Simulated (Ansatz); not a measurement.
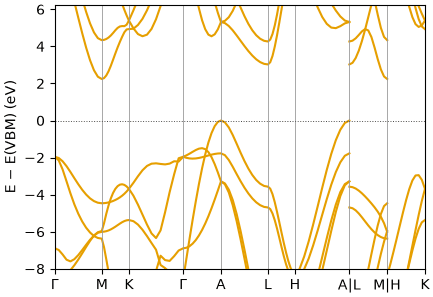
Figure: Band structure from DFT-r²SCAN in the program Ansatz with PAW potentials

Task: Read off the gap and where the band edges lie.

Result: About 2.2 eV (2.24 eV by a search for the band edges); maximum at A, minimum at M.

Task: Pick the material that matches.
A) C, P6_222 (C on 3c)
B) Si, P6_3/mmc (Si on 4f, Si on 4e)
C) SiGe, wurtzite

Result: A, C, P6_222 (C on 3c)

The start of the workflow was typed in or built on a structure type; neither database checked (COD, Materials Project) lists it. It is not the phase usual at ambient conditions (space group No. 194, 227). The cell was relaxed with r²SCAN under the symmetry of its start; whether a distortion lowers the energy is not shown.

Potentials: the later of the program's two PAW sets.
